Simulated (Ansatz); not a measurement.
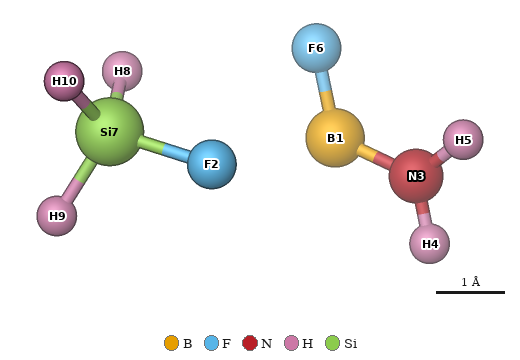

*The structure as given in the input (ball-and-stick view, seen at a tilt; atoms are numbered from 1 in the order of the input).*

**BSiNH₅F₂: frequency calculation**

- system: BSiNH₅F₂, multiplicity 2
- method: UKS PBE-D4/cc-pVDZ (Ansatz 0.2.0)

It belongs to a series of runs on one base structure; here: vibrations at the highest image of the band. Figures and captions count atoms from 1; the log counts them from 0 in places.

Output
```
Engine: ansatz 0.2.0, aarch64-unknown-linux-gnu
Functional definition: PBE
  parameter kappa = 0.804
  parameter beta = 0.06672455060314922
  exchange = pbe_x(kappa = kappa, mu = beta*pi^2/3)
  correlation = pbe_c(beta = beta)
1152 factors; their error is unknown
mean field evaluation 1: about -15540.5196 eV, gradient 4.6e1 eV
mean field evaluation 2: about -15516.9962 eV, gradient 8.3e1 eV
mean field evaluation 4: about -15548.2865 eV, gradient 6.7e0 eV
mean field evaluation 8: about -15548.4180 eV, gradient 3.1e-1 eV
mean field evaluation 16: about -15548.3752 eV, gradient 2.1e-4 eV
mean field -15548.37523195 eV, -571.3922507070 hartree, gradient 2.5e-5 eV, S^2 0.752878; 0 other end points of the search recorded, 0 dependent functions left out
the calculation of the forces begins
reference -15548.37527334 eV, -571.3922522281 hartree; 25, 24 occupied and 74, 75 virtual orbitals, 1152 factors
these checks for a lower state are left out or cut short: stability, starts, cluster_reference, orbital_swaps, neighbouring_geometries, increment
1152 factors; their error is unknown
mean field -15548.37508784 eV, -571.3922454109 hartree, gradient 2.5e-6 eV, S^2 0.752880; 0 other end points of the search recorded, 0 dependent functions left out
[... from here on the field's lines of each further geometry are left out, up to the last ...]
the calculation of the forces begins
reference -15548.37524887 eV, -571.3922513288 hartree; 25, 24 occupied and 74, 75 virtual orbitals, 1152 factors
these checks for a lower state are left out or cut short: stability, starts, cluster_reference, orbital_swaps, neighbouring_geometries, increment
1152 factors; their error is unknown
mean field -15548.37521377 eV, -571.3922500387 hartree, gradient 9.5e-7 eV, S^2 0.752878; 0 other end points of the search recorded, 0 dependent functions left out
the calculation of the forces begins
reference -15548.37525516 eV, -571.3922515597 hartree; 25, 24 occupied and 74, 75 virtual orbitals, 1152 factors
WARN: phonons: modes at or below zero, which the zero-point energy, F, S and C_V leave out: 1, the lowest at -48.73 cm⁻¹. A minimum has none, and a first-order saddle one
Total energy: -15548.52540956 eV, -571.3977696322 hartree
Atom 0 at     0.381484    -0.576460    -0.114160 Å, force     0.001258     0.000252     0.000223 eV/Å
Atom 1 at     0.830207     0.772171     2.290364 Å, force    -0.002019    -0.001700     0.000179 eV/Å
Atom 2 at     1.289044    -0.007807    -1.008094 Å, force    -0.010145    -0.002558     0.006941 eV/Å
Atom 3 at     2.258641    -0.310392    -1.070361 Å, force    -0.000179     0.001142    -0.001047 eV/Å
Atom 4 at     1.062848     0.816622    -1.575159 Å, force     0.001676     0.002194    -0.002462 eV/Å
Atom 5 at    -0.897538    -0.143464    -0.009874 Å, force     0.008355    -0.001151    -0.003148 eV/Å
Atom 6 at    -0.091684     0.013025     3.460814 Å, force     0.001490     0.000614    -0.001246 eV/Å
Atom 7 at    -1.170883    -0.787440     2.789807 Å, force    -0.000321     0.000996    -0.000192 eV/Å
Atom 8 at     0.822934    -0.870377     4.266899 Å, force    -0.000390    -0.000685    -0.000086 eV/Å
Atom 9 at    -0.683253     1.094122     4.326964 Å, force     0.000277     0.000896     0.000836 eV/Å
Dipole moment:     0.226772     0.078501    -0.075025 e Å
Vibrations: -48.73 31.93 60.10 70.19 79.84 127.52 378.34 405.87 553.15 673.70 687.71 804.63 851.01 899.83 900.45 942.06 1112.21 1376.43 1526.74 2157.06 2172.12 2192.21 3437.92 3615.61 cm⁻¹, zero-point energy 1.553313 eV
```

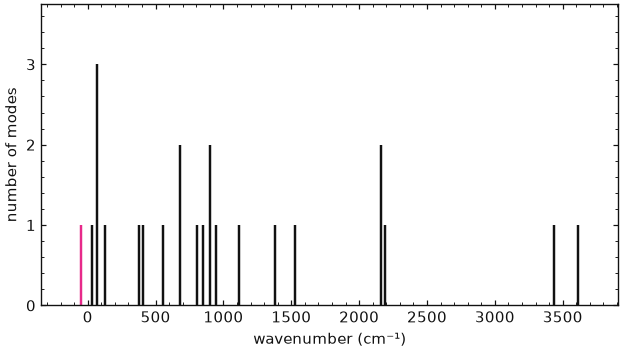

*Harmonic vibrational wavenumbers from the force constants; neighbouring modes closer than 17 cm⁻¹ are counted in one stick, and imaginary ones are drawn at negative wavenumbers.*

24 modes from 49i to 3616 cm⁻¹, 1 imaginary beyond 8i (49i cm⁻¹): not a clean minimum; so soft a mode can be a shallow saddle, an incomplete relaxation or noise of the force constants.

This output came from the following input.

The input
```yaml
crystal:
  periodic: [false, false, false]
  atoms:
    - { symbol: B, position_ang: [0.381484, -0.57646, -0.11416] }
    - { symbol: F, position_ang: [0.830207, 0.772171, 2.290364] }
    - { symbol: "N", position_ang: [1.289044, -0.007807, -1.008094] }
    - { symbol: H, position_ang: [2.258641, -0.310392, -1.070361] }
    - { symbol: H, position_ang: [1.062848, 0.816622, -1.575159] }
    - { symbol: F, position_ang: [-0.897538, -0.143464, -0.009874] }
    - { symbol: Si, position_ang: [-0.091684, 0.013025, 3.460814] }
    - { symbol: H, position_ang: [-1.170883, -0.78744, 2.789807] }
    - { symbol: H, position_ang: [0.822934, -0.870377, 4.266899] }
    - { symbol: H, position_ang: [-0.683253, 1.094122, 4.326964] }
magnetization:
  spin_polarized: true
  initial_magnetization: 1
basis:
  gaussian: { orbitals: cc-pVDZ }
hamiltonian:
  xc: pbe
  dispersion: d4
phonons: {}
```

Run as:
```bash
ansatz run input.yaml --threads 4 --pin off --max-ram 5120MiB --backend cpu --events-out ev --progress --plain --runs-dir out
```

Results in brief

| quantity | value |
| --- | --- |
| outcome | converged |
| total energy | −15548.5254 eV |
| mean-field energy | −15548.3753 eV |
| ⟨S²⟩ | 0.753 |
| largest force (length of the vector) | 0.013 eV/Å |
| hardware | 4 threads of Arm Neoverse V2, 24 GiB of memory available, shared host |
| wall time | 39 s (CPU time 2.4 min) |
| peak memory | 0.17 GiB |
